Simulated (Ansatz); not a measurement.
System: AlFH$_{2}$···PH$_{3}$.

Input

```
crystal:
  periodic: [false, false, false]
  atoms:
    - { symbol: Al, position_ang: [0.004874, 0.149335, 0.022567] }
    - { symbol: F, position_ang: [-0.03847, 0.430372, 1.694035] }
    - { symbol: H, position_ang: [1.422012, 0.172695, -0.6971] }
    - { symbol: H, position_ang: [-1.392798, 0.093557, -0.734313] }
    - { symbol: P, position_ang: [0.154874, -3.076616, 1.302436] }
    - { symbol: H, position_ang: [-0.608927, -2.996508, 0.079712] }
    - { symbol: H, position_ang: [1.436671, -2.874436, 0.66725] }
    - { symbol: H, position_ang: [-0.020736, -1.698, 1.657013] }
basis:
  gaussian: { orbitals: def2-SVP }
hamiltonian:
  xc: revpbe
  dispersion: d4
relax:
  f_tol: 0.03
  max_steps: 50
output:
  orbitals: {}
```

Launched as:

```sh
ansatz run input.yaml --threads 1 --pin off --max-ram 2048MiB --backend cpu --events-out ev --progress --plain --runs-dir out
```

The fields are those of the run's last geometry, not of the input's.

These are results of RKS revPBE-D4/def2-SVP in Ansatz 0.2.0, not measurements.

Q: Predict the electron density and electron localisation function between the atoms.

A: Al–F (1.70 Å): the density is about 0.74 e/Å³ at the midpoint; the ELF peaks at about 0.85 in the valence shell of F, 0.6 Å from its nucleus, and is about 0.30 at the midpoint.
Al–H (1.59 Å): ρ is about 0.53 e/Å³ halfway; the ELF climbs to about 1 towards the hydrogen.

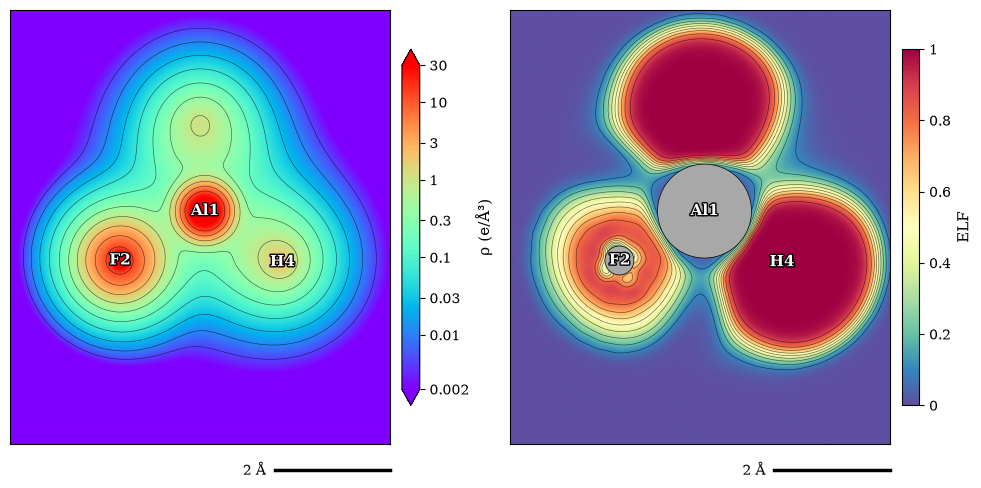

Computed electron density and electron localisation function on the plane of atoms F2, Al1 and H4, in this order. Grey discs cover the atomic cores in the ELF map. 
